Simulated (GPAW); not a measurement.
# A Mo chain with one bond drawn out by 0.6 Å: converging a transmission, part 4 of 4

How do the numerical settings move the conductance of a Mo chain with one bond drawn out by 0.6 Å?

GPAW 26.7.0; GPAW LCAO, PAW setups; Landauer transmission from Green's functions with principal layers (ASE), zero bias.

So far, conductance (G₀): step 2 (the reference run) 3.27; step 15 (varying the energy step: de = 0.0125) 3.27; step 17 (varying the width of the vacuum box) 3.26; step 18 (varying the width of the vacuum box, box 6 × 6 Å) 3.30; step 19 (width of the vacuum box, box 7.5 × 7.5 Å) 3.27.

## 20. Varying the width of the vacuum box, box 11 × 11 Å

The cell differs from the one that the last finished run ended in (a 7.500 → 11.000 Å, b 7.500 → 11.000 Å).

Contents of run.py:

```python
import json
import numpy as np
from ase import Atoms
from ase.transport.calculators import TransportCalculator
from gpaw import GPAW, FermiDirac
from gpaw.lcao.tools import get_lcao_hamiltonian
from scipy.linalg import eigh

# The junction with lead layers at both ends, along the third cell vector
device = Atoms(
    ['Mo', 'Mo', 'Mo', 'Mo', 'Mo', 'Mo', 'Mo', 'Mo', 'Mo', 'Mo', 'Mo', 'Mo', 'Mo', 'Mo'],
    positions=[
        [5.50000, 5.50000, 1.12500],
        [5.50000, 5.50000, 3.37500],
        [5.50000, 5.50000, 5.62500],
        [5.50000, 5.50000, 7.87500],
        [5.50000, 5.50000, 10.12500],
        [5.50000, 5.50000, 12.37500],
        [5.50000, 5.50000, 14.62500],
        [5.50000, 5.50000, 17.47500],
        [5.50000, 5.50000, 19.72500],
        [5.50000, 5.50000, 21.97500],
        [5.50000, 5.50000, 24.22500],
        [5.50000, 5.50000, 26.47500],
        [5.50000, 5.50000, 28.72500],
        [5.50000, 5.50000, 30.97500]],
    cell=[[11.0, 0.0, 0.0], [0.0, 11.0, 0.0], [0.0, 0.0, 32.1]],
    pbc=True)

# One principal layer of the lead: the first 5 atoms of the device
lead = Atoms(
    ['Mo', 'Mo', 'Mo', 'Mo', 'Mo'],
    positions=[
        [5.50000, 5.50000, 1.12500],
        [5.50000, 5.50000, 3.37500],
        [5.50000, 5.50000, 5.62500],
        [5.50000, 5.50000, 7.87500],
        [5.50000, 5.50000, 10.12500]],
    cell=[[11.0, 0.0, 0.0], [0.0, 11.0, 0.0], [0.0, 0.0, 11.25]],
    pbc=True)

settings = dict(mode='lcao', basis='dzp', xc='LDA', h=0.2,
                occupations=FermiDirac(0.1), maxiter=250,
                mixer=dict(beta=0.1, nmaxold=8, weight=100.0),
                convergence=dict(density=0.0001))
energies = np.arange(-2, 2 + 1e-9, 0.05)
eta = 0.0001
n1, n2 = 1, 1
# k and -k transmit alike, so half of the mesh across the current serves
mesh = [(i, j) for i in range(n1) for j in range(n2) if (i, j) <= (-i % n1, -j % n2)]
weights = np.array([1 if (i, j) == (-i % n1, -j % n2) else 2 for i, j in mesh]) / (n1 * n2)

# [... helper functions left out ...]
fermi_lead = ground_state(lead, (1, 1, 10), 'lead.txt')
fermi_device = ground_state(device, (1, 1, 3), 'device.txt')
# [... loop over the mesh left out, but for ...]
        # Shift the lead onto the potential of the device's first layer
        shift = ((H[:, 0, 0] - H0[:, 0, 0]) / S0[0, 0]).real.mean()
# [...]
kT = 8.617333e-5 * 300
bias = [0.1, 0.2, 0.5, 1.0, 1.5, 2.0]
# [... integrals and printing left out ...]
```

Launch:

```bash
> OMP_NUM_THREADS=1 OPENBLAS_NUM_THREADS=2 python run.py
```

The program printed:

```text
basis functions: device 406, principal layer 145
Fermi level: lead -3.5161 eV, device -3.5145 eV; lead shifted by 0.0084 eV
largest coupling past the next layer 2.75e-05 eV, largest misfit of the first layer 0.068 eV
  E-E_F (eV)   T (one spin)  [channel counts left out]
    -2.000    1.2630e+00
    -1.950    1.2887e+00
    -1.900    1.3147e+00
[...]
1.950    1.9390e+00
     2.000    1.2674e+00
conductance at 300 K: 3.2652 G0 a cell; thermopower -0.006816 uV/K
current from the zero-bias T(E) at 0.1 V: 25.288 uA
current from the zero-bias T(E) at 0.2 V: 50.519 uA
current from the zero-bias T(E) at 0.5 V: 125.36 uA
current from the zero-bias T(E) at 1.0 V: 244.45 uA
current from the zero-bias T(E) at 1.5 V: 352.74 uA
current from the zero-bias T(E) at 2.0 V: 450.93 uA
```

Wall time 2.6 min (2 threads of Intel Xeon 6975P-C (Granite Rapids), shared host); peak memory 1.8 GiB.

The conductance equals that of the base run to 0.2 %.

## 21. Width of the vacuum box, box 13 × 13 Å

The cell differs from the one that the last finished run ended in (a 11.000 → 13.000 Å, b 11.000 → 13.000 Å).

run.py, as its differences from that of step 20:

```diff
@@ -12,17 +12,17 @@
     positions=[
-        [5.50000, 5.50000, 1.12500],
-        [5.50000, 5.50000, 3.37500],
-        [5.50000, 5.50000, 5.62500],
-        [5.50000, 5.50000, 7.87500],
-        [5.50000, 5.50000, 10.12500],
-        [5.50000, 5.50000, 12.37500],
-        [5.50000, 5.50000, 14.62500],
-        [5.50000, 5.50000, 17.47500],
-        [5.50000, 5.50000, 19.72500],
-        [5.50000, 5.50000, 21.97500],
-        [5.50000, 5.50000, 24.22500],
-        [5.50000, 5.50000, 26.47500],
-        [5.50000, 5.50000, 28.72500],
-        [5.50000, 5.50000, 30.97500]],
-    cell=[[11.0, 0.0, 0.0], [0.0, 11.0, 0.0], [0.0, 0.0, 32.1]],
+        [6.50000, 6.50000, 1.12500],
+        [6.50000, 6.50000, 3.37500],
+        [6.50000, 6.50000, 5.62500],
+        [6.50000, 6.50000, 7.87500],
+        [6.50000, 6.50000, 10.12500],
+        [6.50000, 6.50000, 12.37500],
+        [6.50000, 6.50000, 14.62500],
+        [6.50000, 6.50000, 17.47500],
+        [6.50000, 6.50000, 19.72500],
+        [6.50000, 6.50000, 21.97500],
+        [6.50000, 6.50000, 24.22500],
+        [6.50000, 6.50000, 26.47500],
+        [6.50000, 6.50000, 28.72500],
+        [6.50000, 6.50000, 30.97500]],
+    cell=[[13.0, 0.0, 0.0], [0.0, 13.0, 0.0], [0.0, 0.0, 32.1]],
     pbc=True)
@@ -33,8 +33,8 @@
     positions=[
-        [5.50000, 5.50000, 1.12500],
-        [5.50000, 5.50000, 3.37500],
-        [5.50000, 5.50000, 5.62500],
-        [5.50000, 5.50000, 7.87500],
-        [5.50000, 5.50000, 10.12500]],
-    cell=[[11.0, 0.0, 0.0], [0.0, 11.0, 0.0], [0.0, 0.0, 11.25]],
+        [6.50000, 6.50000, 1.12500],
+        [6.50000, 6.50000, 3.37500],
+        [6.50000, 6.50000, 5.62500],
+        [6.50000, 6.50000, 7.87500],
+        [6.50000, 6.50000, 10.12500]],
+    cell=[[13.0, 0.0, 0.0], [0.0, 13.0, 0.0], [0.0, 0.0, 11.25]],
     pbc=True)
```

The program printed:

```text
basis functions: device 406, principal layer 145
Fermi level: lead -3.8276 eV, device -3.8201 eV; lead shifted by 0.0092 eV
largest coupling past the next layer 2.75e-05 eV, largest misfit of the first layer 0.067 eV
  E-E_F (eV)   T (one spin)  [channel counts left out]
    -2.000    1.2629e+00
    -1.950    1.2886e+00
    -1.900    1.3145e+00
[...]
1.950    1.8030e+00
     2.000    1.2678e+00
conductance at 300 K: 3.2637 G0 a cell; thermopower -0.0279 uV/K
current from the zero-bias T(E) at 0.1 V: 25.277 uA
current from the zero-bias T(E) at 0.2 V: 50.492 uA
current from the zero-bias T(E) at 0.5 V: 125.27 uA
current from the zero-bias T(E) at 1.0 V: 244.42 uA
current from the zero-bias T(E) at 1.5 V: 352.73 uA
current from the zero-bias T(E) at 2.0 V: 450.87 uA
```

Run time: 2.9 min. Hardware: 2 threads; peak memory 2.1 GiB.

The conductance equals that of the base run to 0.2 %.

## 22. Convergence in the width of the vacuum box

The runs and the base run on one axis.

This step: convergence of the conductance (GPAW 26.7.0).

The conductance by width of the vacuum box:

| width of the vacuum box (Å) | conductance (G₀) |
| --- | --- |
| 5.00 | 3.26 |
| 6.00 | 3.30 |
| 7.50 | 3.27 |
| 9.00 | 3.27 |
| 11.00 | 3.27 |
| 13.00 | 3.26 |

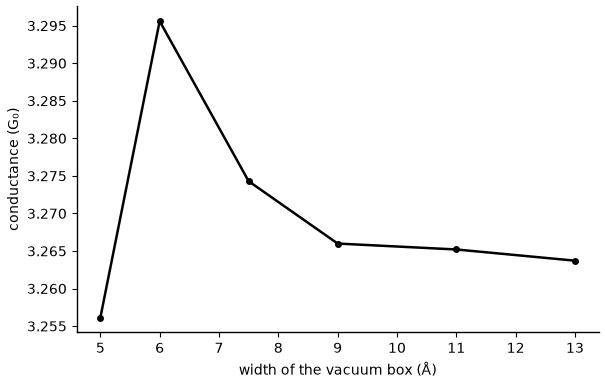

Conductance, plotted against width of the vacuum box.

## 23. Results

```yaml
conductance_at_the_base_settings: 3.27 G₀
range_over_the_periods_in_a_principal_layer_3_to_6: 3.27 to 3.28 G₀
range_over_the_k_points_along_the_lead_2_to_30: 3.27 to 3.28 G₀
range_over_the_energy_step_0p0125_to_0p2_ev: 3.26 to 3.27 G₀
range_over_the_width_of_the_vacuum_box_5_to_13_a: 3.26 to 3.30 G₀
```

What this shows: At the base settings the conductance, averaged at 300 K, is 3.27 G₀. In the periods in a principal layer, no value tried moves the conductance by 3 %. In the k-points along the lead, no value tried moves the conductance by 3 %. In the energy step, no value tried moves the conductance by 3 %. In the width of the vacuum box, no value tried moves the conductance by 3 %. T is read at the junction's Fermi level after the lead is aligned to it, so the test of the lead's mesh is blind to a shift of the lead's own level, and the junction's own mesh wasn't varied. Over the ranges tried, the width of the vacuum box moves it most, counted as a ratio. The geometry was built from estimated bond lengths and not relaxed, so the numbers describe this model structure. The run had no spin polarisation, so a magnetic state, which chains and small molecules with open shells often have, wasn't tested. An evenly spaced straight chain is an idealisation: free chains tend to dimerise, zigzag or, where a band edge lies near the Fermi level, turn magnetic. The currents use the zero-bias T(E) throughout, which holds only while the bias is small against the distance to the nearest feature.

[Logs are printed without paths, hosts, clocks, repeated set-up lines and the standing remarks that a program may print on its own settings, such as how far it seeks lower states.]

[Hosts, paths, dates, database ids (printed as entryN), source tags and the programs' standing remarks are cut or masked in the printed files.]
